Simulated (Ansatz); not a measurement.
# AlBH5 (doublet): correlated methods under varied settings at distance Al1–H4 along a hydrogen transfer = 2.371 Å

Aim: run AlBH5 (doublet) at one geometry under a spread of methods and options, and see what each costs and gives.

Computed with Ansatz 0.2.0, Gaussian basis. Level: the settings change from run to run.

8 further runs of the same task are left out: 2 for a mislabelled method, 5 that didn't finish, 1 set aside as unsound or not needed.

### Step 1. What is computed

The geometry derives from fragments relaxed apart (PBE0/def2-TZVP) and kept rigid, so it is no stationary point. A hydrogen atom is moved between rigid fragments.

7 atoms, charge 0, spin multiplicity 2.

Atoms are counted from 1 here; the program's logs count them from 0.

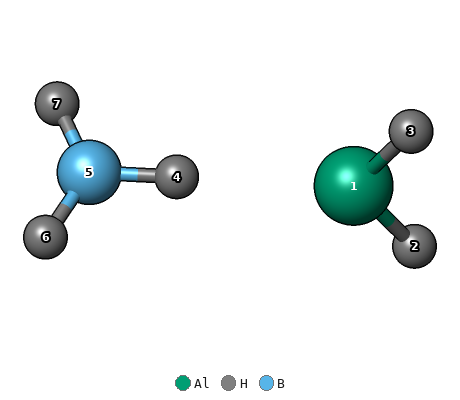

The geometry (aluminium teal, hydrogen grey, boron blue); atoms are numbered from 1 in the order of the file.

### Step 2. CCSD on UHF/cc-pVDZ

in.yaml reads:

```yaml
crystal:
  periodic: [false, false, false]
  atoms:
    - {symbol: Al, position_ang: [-1.102852, 0.000000, 0.000000]}
    - {symbol: H, position_ang: [-1.895775, 1.373384, 0.000000]}
    - {symbol: H, position_ang: [-1.895775, -1.373384, 0.000000]}
    - {symbol: H, position_ang: [1.268148, 0.000000, 0.000000]}
    - {symbol: B, position_ang: [2.438148, 0.000000, 0.000000]}
    - {symbol: H, position_ang: [2.947222, 0.000000, 1.077008]}
    - {symbol: H, position_ang: [2.947222, 0.000000, -1.077008]}
basis:
  gaussian: {orbitals: cc-pVDZ, point_charges: [{charge: -0.50, position_ang: [7.451, 0.333, 0.094]}]}
magnetization: {spin_polarized: true, initial_magnetization: 1}
correlation: {method: ccsd, electrons: outside_noble_gas, diis_vectors: 2}
scf: {omitted_lower_state_checks: [cluster_reference]}
```

Started as:

```console
$ ansatz run in.yaml --threads 1 --pin off --events-out ev --progress --plain --max-ram 2393MiB
```

Log, cut to the lines that bear on the results:

```text
Functional definition: HF
  name "HF"
  cite "Fock, Z. Phys. 61, 126 (1930) doi:10.1007/BF01340294"
  parent pbe
[...]
525 factors; integrals over basis functions are off by at most 1.2e-3 eV
[...]
mean field -7330.58411770 eV, -269.3939974773 hartree, gradient 1.9e-6 eV, S^2 0.755264; 3 other end points of the search recorded, 0 dependent functions left out
6 core orbitals not correlated: weight in the atoms' cores, before any rotation towards them, 1.000 or more for the frozen orbitals, at most 0.000 for the correlated occupied ones
reference -7330.58411770 eV, -269.3939974773 hartree; 6, 5 occupied and 45, 46 virtual orbitals, 525 factors
second order -4.14860618 eV of doubles, -0.00000000 eV of singles
cycle   1  -5.01606565 eV  change   -8.7e-1 eV  update   6.7e-2
[...]
cycle  12  -5.34282943 eV  change    4.8e-6 eV  update   7.5e-6
Total energy: -7335.92694714 eV, -269.5903428374 hartree
Checks for a lower state left out: cluster_reference
```

It took 1.3 s on 1 thread of AMD EPYC 9R14, shared host.

From the report: ⟨S²⟩ of the determinant 0.755 (pure doublet: 0.75); correlation -5.3428 eV; T1 0.011; largest double amplitude 0.04.

### Step 3. MP2 on UHF/6-31G*

in.yaml, as its differences from that of step 2:

```diff
@@ -11,5 +11,4 @@
 basis:
-  gaussian: {orbitals: cc-pVDZ, point_charges: [{charge: -0.50, position_ang: [7.451, 0.333, 0.094]}]}
+  gaussian: {orbitals: "6-31G*"}
 magnetization: {spin_polarized: true, initial_magnetization: 1}
-correlation: {method: ccsd, electrons: outside_noble_gas, diis_vectors: 2}
-scf: {omitted_lower_state_checks: [cluster_reference]}
+correlation: {method: mp2, electrons: valence}
```

The command is unchanged.

Log:

```text
Functional definition: HF
  name "HF"
  cite "Fock, Z. Phys. 61, 126 (1930) doi:10.1007/BF01340294"
  parent pbe
  exchange = exact_x
  correlation = 0
464 factors; integrals over basis functions are off by at most 6.5e-4 eV
mean field evaluation 1: about -7329.0619 eV, gradient 9.0e0 eV
mean field evaluation 2: about -7329.0889 eV, gradient 9.1e0 eV
mean field evaluation 4: about -7330.1162 eV, gradient 6.6e-1 eV
mean field evaluation 8: about -7330.1285 eV, gradient 1.2e-1 eV
mean field evaluation 16: about -7330.1246 eV, gradient 2.9e-1 eV
mean field -7330.12898942 eV, -269.3772718214 hartree, gradient 2.4e-6 eV, S^2 0.754505; 2 other end points of the search recorded, 0 dependent functions left out
6 core orbitals not correlated: weight in the atoms' cores, before any rotation towards them, 1.000 or more for the frozen orbitals, at most 0.000 for the correlated occupied ones
reference -7330.12898942 eV, -269.3772718214 hartree; 6, 5 occupied and 32, 33 virtual orbitals, 464 factors
second order -3.19625813 eV of doubles, -0.00000000 eV of singles
Total energy: -7333.32524755 eV, -269.4947321410 hartree
```

Wall time 0.27 s (1 thread of AMD EPYC 9R14, shared host).

From the report: ⟨S²⟩ of the determinant 0.755 (pure doublet: 0.75).

### Step 4. CCSD on ROHF/cc-pVDZ

in.yaml, as its differences from that of step 3:

```diff
@@ -11,4 +11,7 @@
 basis:
-  gaussian: {orbitals: "6-31G*"}
-magnetization: {spin_polarized: true, initial_magnetization: 1}
-correlation: {method: mp2, electrons: valence}
+  gaussian: {orbitals: cc-pVDZ}
+magnetization: {spin_polarized: false, initial_magnetization: 1}
+correlation: {method: ccsd, electrons: outside_noble_gas}
+accuracy: high
+scf: {lower_state_search: off}
+output: {forces: true}
```

The command is unchanged.

Log, cut to the lines that bear on the results:

```text
Functional definition: HF
  name "HF"
  cite "Fock, Z. Phys. 61, 126 (1930) doi:10.1007/BF01340294"
  parent pbe
[...]
1248 factors; integrals over basis functions are off by at most 3.4e-9 eV
[...]
mean field -7330.52715148 eV, -269.3919040071 hartree, gradient 1.6e-8 eV, S^2 0.750000; 0 other end points of the search recorded, 0 dependent functions left out
6 core orbitals not correlated: weight in the atoms' cores, before any rotation towards them, 1.000 or more for the frozen orbitals, at most 0.000 for the correlated occupied ones
reference -7330.52715148 eV, -269.3919040071 hartree; 6, 5 occupied and 45, 46 virtual orbitals, 1248 factors
second order -4.16209572 eV of doubles, -0.02246124 eV of singles
cycle   1  -5.05437713 eV  change   -8.7e-1 eV  update   6.7e-2
[...]
cycle  22  -5.38141797 eV  change   2.5e-10 eV  update  8.2e-10
[...]
Total energy: -7335.90856945 eV, -269.5896674697 hartree
Atom 0 at    -1.102852     0.000000     0.000000 Å, force    -0.327834     0.000000    -0.000000 eV/Å
Atom 1 at    -1.895775     1.373384     0.000000 Å, force    -0.270338     0.221284     0.000000 eV/Å
Atom 2 at    -1.895775    -1.373384     0.000000 Å, force    -0.270338    -0.221284     0.000000 eV/Å
Atom 3 at     1.268148     0.000000     0.000000 Å, force    -0.700697     0.000000     0.000000 eV/Å
Atom 4 at     2.438148     0.000000     0.000000 Å, force     0.368464     0.000000     0.000000 eV/Å
Atom 5 at     2.947222     0.000000     1.077008 Å, force     0.600371    -0.000000     0.169206 eV/Å
Atom 6 at     2.947222     0.000000    -1.077008 Å, force     0.600371    -0.000000    -0.169206 eV/Å
Dipole moment:     0.250774    -0.000000     0.000000 e Å
Checks for a lower state left out: starts, cluster_reference, orbital_swaps, neighbouring_geometries, increment
```

It took 11 s on 1 thread of AMD EPYC 9R14, shared host; peak memory 0.38 GiB.

From the report: correlation -5.3814 eV; T1 0.015; largest double amplitude 0.04.

### Step 5. CISD/cc-pVDZ

in.yaml, as its differences from that of step 4:

```diff
@@ -13,5 +13,4 @@
 magnetization: {spin_polarized: false, initial_magnetization: 1}
-correlation: {method: ccsd, electrons: outside_noble_gas}
+correlation: {active_space: {ras: {orbitals: [11, 1, 45], electrons: 23, max_holes: 2, max_particles: 2}, fixed_orbitals: true}}
 accuracy: high
 scf: {lower_state_search: off}
-output: {forces: true}
```

Same command.

Log:

```text
Functional definition: HF
  name "HF"
  cite "Fock, Z. Phys. 61, 126 (1930) doi:10.1007/BF01340294"
  parent pbe
  exchange = exact_x
  correlation = 0
these checks for a lower state are left out or cut short: stability, starts, cluster_reference, orbital_swaps, neighbouring_geometries, increment
1248 factors; integrals over basis functions are off by at most 3.4e-9 eV
mean field evaluation 1: about -7329.4772 eV, gradient 1.2e1 eV
mean field evaluation 2: about -7329.5069 eV, gradient 1.2e1 eV
mean field evaluation 4: about -7330.5231 eV, gradient 3.8e-1 eV
mean field evaluation 8: about -7330.5271 eV, gradient 3.5e-4 eV
mean field evaluation 16: about -7330.5272 eV, gradient 1.6e-8 eV
mean field -7330.52715148 eV, -269.3919040071 hartree, gradient 1.6e-8 eV, S^2 0.750000; 0 other end points of the search recorded, 0 dependent functions left out
reference -7330.52715148 eV, -269.3919040071 hartree; 12, 11 occupied and 45, 46 virtual orbitals, 1248 factors
state -7335.67800827 eV, -269.5811945029 hartree
Total energy: -7335.67800827 eV, -269.5811945029 hartree
Checks for a lower state left out: stability, starts, cluster_reference, orbital_swaps, neighbouring_geometries, increment
```

It took 32 s on 1 thread of AMD EPYC 9R14, shared host; peak memory 0.29 GiB.

From the report: 170,229 determinants.

### Step 6. All runs side by side

Where basis and cores are those of an earlier UCCSDT(Q)/cc-pVDZ run (-7336.0185 eV), and the state is the same kind, the miss against it is given.

```csv
level,correlated,functions,energy (eV),from UCCSDT(Q) (meV),time
CCSD on UHF/cc-pVDZ (beside a point charge),outside noble gas,57,-7335.9269,,1.3 s
MP2 on UHF/6-31G*,valence,44,-7333.3252,,0.27 s
CCSD on ROHF/cc-pVDZ,outside noble gas,57,-7335.9086,109.9,11 s
CISD/cc-pVDZ,all,57,-7335.6780,,32 s
```

### Step 7. Summary of results

| quantity | value |
| --- | --- |
| runs | 4 |
| quickest | MP2 on UHF/6-31G*, 0.27 s |
| slowest | CISD/cc-pVDZ, 32 s |

Total energies in different bases, with other cores or another treatment of relativity can't be set against each other. CISD/cc-pVDZ took 119 times as long as MP2 on UHF/6-31G*; the jobs differ in more than the method.
